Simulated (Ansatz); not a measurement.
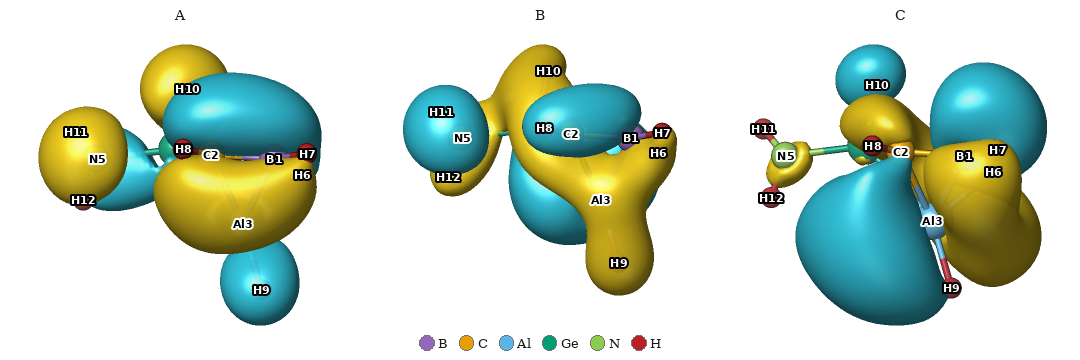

Figure. CH$_{7}$AlBGeN. Three frontier orbitals at ±0.06 Å⁻³ᐟ² (yellow and cyan are the two phases), in no order.

Geometry: PBE0-D4/def2-TZVP.

The calculation used RKS PBE0-D4/def2-TZVPP (Ansatz 0.2.0).

```xyz
12

B    -1.4220   -0.1288    1.4700
C    -1.0214    0.2271    0.1167
Al    0.2244   -1.3827    0.8000
Ge    0.9087    0.6005   -0.2691
N     1.1981    0.6962   -2.0885
H    -0.4636   -0.5491    2.2361
H    -2.4673   -0.1934    2.0348
H    -1.7590    0.4224   -0.6569
H     0.1877   -2.9544    0.9466
H     1.3490    1.9515    0.3143
H     1.8511    1.4225   -2.3470
H     1.4915   -0.1667   -2.5229
```

Order the three orbitals by energy and name them.

Answer. A is the HOMO−1 (−7.41 eV). It lies mainly on C2 (about 30 %), B1 (about 20 %), N5 (about 15 %), Al3 (about 10 %), Ge4 (about 10 %) and H10 (about 5 %). B is the HOMO (−6.17 eV). Its weight (Hirshfeld) is mainly on Ge4 (about 30 %), Al3 (about 25 %), N5 (about 15 %) and C2 (about 15 %). C is the LUMO (−1.38 eV). By Hirshfeld shares it lies mainly on Al3 (about 40 %), B1 (about 25 %), Ge4 (about 10 %) and C2 (about 5 %).

What is the HOMO–LUMO gap?

Answer. 4.79 eV between the orbital energies.
